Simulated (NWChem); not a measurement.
# PbSe (SMILES [Se][Pb]) at 6 levels

We compute a comparison of 6 runs (HF/def2-SVP, PBE0/def2-SVP, B3LYP/def2-SVPD, SVWN5/def2-TZVPP, MP2/def2-SVP, MP2/def2-TZVP) of PbSe. 

The results are computed with NWChem 7.3.0.

## Step 1: Starting point

The species is PbSe (2 atoms), meant as a singlet with charge 0. As SMILES, `[Se][Pb]`. The shape is that of a PBE0-D4/def2-TZVP optimisation.

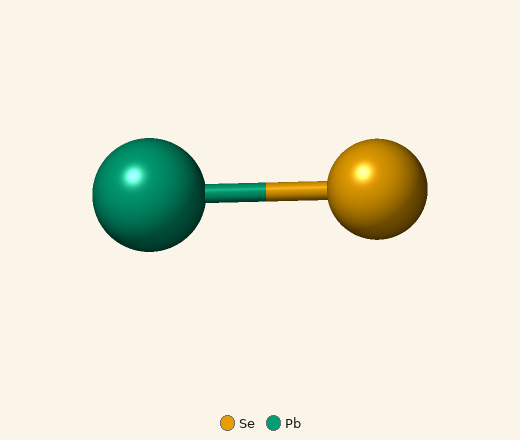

Viewed from a chosen angle; selenium amber, lead teal.

## Step 2: Energy and forces at HF/def2-SVP (core potential) (run 1)

test.xyz reads:

```xyz
2

Se     0.000000     0.000000    -0.004980
Pb     0.000000     0.000000     2.397170
```

run.py reads:

```python
from ase.io import read
from ase.calculators.nwchem import NWChem

molecule = read('test.xyz')

calc = NWChem(
    label='test',
    theory='scf',
    memory='2200 mb',
    basis='def2-SVP',
    basispar='spherical bse',
    scf={'nopen': '0', 'rhf': None, 'thresh': '1e-08', 'maxiter': '80', 'print': 'low'},
    **{'ecp bse': {'Pb library': 'def2-SVP'}},
)
molecule.calc = calc

forces = molecule.get_forces()
print("Total energy (eV):", round(molecule.get_potential_energy(), 6))
print("forces (eV/A):")
for s, f in zip(molecule.symbols, forces):
    print(f"{s:2s} {f[0]:10.5f} {f[1]:10.5f} {f[2]:10.5f}")
```

On the command line:

```bash
$ export ASE_NWCHEM_COMMAND="nwchem PREFIX.nwi > PREFIX.nwo"
$ python run.py
```

Log:

```text
Total energy (eV): -70516.401154
forces (eV/A):
Se   -0.00000   -0.00000    0.03543
Pb    0.00000    0.00000   -0.03543
```

The calculator wrote test.nwi:

```
title "test"

permanent_dir test

scratch_dir test

start test

geometry units angstrom nocenter noautosym noautoz
  Se 0.0000000000000000e+00 0.0000000000000000e+00 -4.9800000000000001e-03
  Pb 0.0000000000000000e+00 0.0000000000000000e+00 2.3971700000000000e+00
end

memory 2200 mb

basis spherical bse noprint
   * library def2-SVP
end

scf
  nopen 0
  rhf
  thresh 1e-08
  maxiter 80
  print low
end
ecp bse
  Pb library def2-SVP
end

task scf gradient
```

test.nwo:

```text
Northwest Computational Chemistry Package (NWChem) 7.3.0
             --------------------------------------------------------

           Job information
           ---------------

    nwchem branch   = 7.3.0
    use scalapack   = T
    input           = test.nwi
    prefix          = test.
    data base       = test/test.db
    status          = startup
    nproc           =        1

           Memory information
           ------------------

[... 5 lines left out ...]
    hardfail = no
[... 82 lines left out ...]
       Final RHF  results
[... 3 lines left out ...]
      One-electron energy =  -4009.960272465682
[... 1 line left out ...]
 Nuclear repulsion energy =    164.779294486928
[... 1 line left out ...]
        Time for solution =     13.2s

                              NWChem Gradients Module
                              -----------------------

                         RHF ENERGY GRADIENTS

    atom               coordinates                        gradient
                 x          y          z           x          y          z
   1 Se      0.000000   0.000000  -0.009411    0.000000   0.000000  -0.000689
   2 Pb      0.000000   0.000000   4.529994   -0.000000  -0.000000   0.000689

 Task  times  cpu:       16.2s     wall:       16.2s
 Total times  cpu:       16.2s     wall:       16.2s
```

It took 17 s on 1 thread of Intel Xeon 6975P-C (Granite Rapids), shared host; peak memory 0.1 GiB.

## Step 3: Energy and gradient at PBE0/def2-SVP (core potential) (run 2)

geom.xyz reads:

```xyz
2
PbSe
Se     0.000000     0.000000    -0.004980
Pb     0.000000     0.000000     2.397170
```

run.py reads:

```python
from ase.io import read
from ase.calculators.nwchem import NWChem

molecule = read('geom.xyz')

calc = NWChem(
    label='geom',
    theory='dft',
    memory='2200 mb',
    basis='def2-SVP',
    basispar='spherical bse',
    dft={'xc': 'pbe0', 'mult': '1', 'grid': 'xfine', 'convergence': 'energy 1e-08', 'iterations': '100', 'mulliken': None},
    **{'ecp bse': {'Pb library': 'def2-SVP'}},
)
molecule.calc = calc

forces = molecule.get_forces()
print(f"energy = {molecule.get_potential_energy():.6f} eV")
print("forces (eV/A):")
for s, f in zip(molecule.symbols, forces):
    print(f"{s:2s} {f[0]:10.5f} {f[1]:10.5f} {f[2]:10.5f}")
print("dipole (e A):", molecule.get_dipole_moment().round(4))
```

On the command line:

```bash
$ export ASE_NWCHEM_COMMAND="nwchem PREFIX.nwi > PREFIX.nwo"
$ python run.py
```

Log:

```text
energy = -70583.584759 eV
forces (eV/A):
Se   -0.00000   -0.00000   -0.35651
Pb    0.00000    0.00000    0.35651
dipole (e A): [ 0.     -0.      0.7536]
```

The calculator wrote geom.nwi:

```
title "geom"

permanent_dir geom

scratch_dir geom

start geom

geometry units angstrom nocenter noautosym noautoz
  Se 0.0000000000000000e+00 0.0000000000000000e+00 -4.9800000000000001e-03
  Pb 0.0000000000000000e+00 0.0000000000000000e+00 2.3971700000000000e+00
end

memory 2200 mb

basis spherical bse noprint
   * library def2-SVP
end

dft
  xc pbe0
  mult 1
  grid xfine
  convergence energy 1e-08
  iterations 100
  mulliken
end
ecp bse
  Pb library def2-SVP
end

task dft gradient
```

geom.nwo:

```text
Northwest Computational Chemistry Package (NWChem) 7.3.0
             --------------------------------------------------------

           Job information
           ---------------

    nwchem branch   = 7.3.0
    use scalapack   = T
    input           = geom.nwi
    prefix          = geom.
    data base       = geom/geom.db
    status          = startup
    nproc           =        1

           Memory information
           ------------------

[... 5 lines left out ...]
    hardfail = no
[... 75 lines left out ...]
  convergence criterion.
[... 40 lines left out ...]
          Spatial weights used:  Erf1
[... 32 lines left out ...]
 1-e energy   =   -4007.863734
[... 49 lines left out ...]
           Coulomb energy =     1353.883760927702
[... 476 lines left out ...]
          Convergence on density requested:  1.00D-05
[... 26 lines left out ...]
          total energy or number of iterations.
[... 33 lines left out ...]
                 ----------------------------------------
                 |  Time  |  1-e(secs)   |  2-e(secs)   |
                 ----------------------------------------
                 |  CPU   |       0.01   |       2.58   |
                 ----------------------------------------
                 |  WALL  |       0.01   |       2.58   |
                 ----------------------------------------

 Task  times  cpu:       12.9s     wall:       12.9s
 Total times  cpu:       12.9s     wall:       12.9s
```

Run time: 14 s. Hardware: 1 thread of Intel Xeon 6975P-C (Granite Rapids), shared host; peak memory 0.12 GiB.

Runs 3 to 5 aren't shown in full; the table further down has their settings and results.

## Step 4: Energy and forces at MP2/def2-TZVP (core potential) (run 6)

pbse.xyz reads:

```xyz
2
PbSe gradient
Se     0.000000     0.000000    -0.004980
Pb     0.000000     0.000000     2.397170
```

run.py reads:

```python
from ase.io import read
from ase.calculators.nwchem import NWChem

atoms = read('pbse.xyz')

calc = NWChem(
    label='pbse',
    theory='mp2',
    memory='2200 mb',
    basis='def2-TZVP',
    basispar='spherical bse',
    scf={'nopen': '0', 'rhf': None, 'thresh': '1e-08', 'maxiter': '80'},
    mp2={'freeze': 'core 13', 'tight': None},
    **{'ecp bse': {'Pb library': 'def2-TZVP'}},
)
atoms.calc = calc

forces = atoms.get_forces()
print("Total energy (eV):", round(atoms.get_potential_energy(), 6))
print("forces (eV/A):")
for s, f in zip(atoms.symbols, forces):
    print(f"{s:2s} {f[0]:10.5f} {f[1]:10.5f} {f[2]:10.5f}")
```

On the command line:

```bash
$ export ASE_NWCHEM_COMMAND="nwchem PREFIX.nwi > PREFIX.nwo"
$ python run.py
```

Log:

```text
Total energy (eV): -70542.512161
forces (eV/A):
Se    0.00000   -0.00000   -0.05636
Pb   -0.00000    0.00000    0.05636
```

The calculator wrote pbse.nwi:

```
title "pbse"

permanent_dir pbse

scratch_dir pbse

start pbse

geometry units angstrom nocenter noautosym noautoz
  Se 0.0000000000000000e+00 0.0000000000000000e+00 -4.9800000000000001e-03
  Pb 0.0000000000000000e+00 0.0000000000000000e+00 2.3971700000000000e+00
end

memory 2200 mb

basis spherical bse noprint
   * library def2-TZVP
end

scf
  nopen 0
  rhf
  thresh 1e-08
  maxiter 80
end
mp2
  freeze core 13
  tight
end
ecp bse
  Pb library def2-TZVP
end

task mp2 gradient
```

pbse.nwo:

```text
Northwest Computational Chemistry Package (NWChem) 7.3.0
             --------------------------------------------------------

           Job information
           ---------------

    nwchem branch   = 7.3.0
    use scalapack   = T
    input           = pbse.nwi
    prefix          = pbse.
    data base       = pbse/pbse.db
    status          = startup
    nproc           =        1

           Memory information
           ------------------

[... 5 lines left out ...]
    hardfail = no
[... 106 lines left out ...]
 Convergence threshold     :          1.000E-08
[... 17 lines left out ...]
      One-electron energy =  -4010.400710574707
[... 48 lines left out ...]
                       ROHF Final Molecular Orbital Analysis
[... 447 lines left out ...]
  MP2 natural orbitals output to pbse/pbse.mp2nos
[... 8 lines left out ...]
                 ----------------------------------------
                 |  Time  |  1-e(secs)   |  2-e(secs)   |
                 ----------------------------------------
                 |  CPU   |       0.02   |      10.78   |
                 ----------------------------------------
                 |  WALL  |       0.02   |      10.78   |
                 ----------------------------------------
 -----------------------
 Task  times  cpu:      101.6s     wall:      101.6s
 Total times  cpu:      101.6s     wall:      101.6s
```

Wall time 1.7 min (1 thread of Intel Xeon 6975P-C (Granite Rapids), shared host); peak memory 0.38 GiB.

## Step 5: All runs side by side

| run | level | iteration cap | module | energy (Eh) | largest force (eV/Å) | wall time |
| --- | --- | --- | --- | --- | --- | --- |
| 1 | HF/def2-SVP (core potential) | 80 | scf | -2591.429966 | 0.035 | 17 s |
| 2 | PBE0/def2-SVP (core potential) | 100 | dft | -2593.898918 | 0.357 | 14 s |
| 3 | B3LYP/def2-SVPD (core potential) | 100 | dft | -2594.291691 | 0.872 | 18 s |
| 4 | SVWN5/def2-TZVPP (core potential) | 100 | dft | -2590.832226 | 0.033 | 34 s |
| 5 | MP2/def2-SVP (core potential) | 80 | mp2 | -2591.751628 | 0.703 | 29 s |
| 6 | MP2/def2-TZVP (core potential) | 80 | mp2 | -2592.389528 | 0.056 | 1.7 min |

## Step 6: Results

```
                                                      quantity           value
                                           run 6: total energy  -2592.38953 Eh
run 6: dipole moment (of the density that the program reports)          3.52 D
                    run 6: HOMO energy (Hartree–Fock orbitals)        -8.70 eV
                    run 6: LUMO energy (Hartree–Fock orbitals)        -0.02 eV
                  run 6: HOMO–LUMO gap (Hartree–Fock orbitals)         8.68 eV
           run 6: correlation energy (13 core orbitals frozen)      -655.3 mEh
                               run 6: largest force on an atom      0.056 eV/Å
```

Over runs 2, 3, 4, 5 the dipole moment (its size) runs from 2.81 D (MP2/def2-SVP) to 3.74 D (B3LYP/def2-SVPD). The two ends differ in method and basis. Totals of different functionals can't be ranked against each other. All runs together took 3.6 min, the longest 1.7 min.
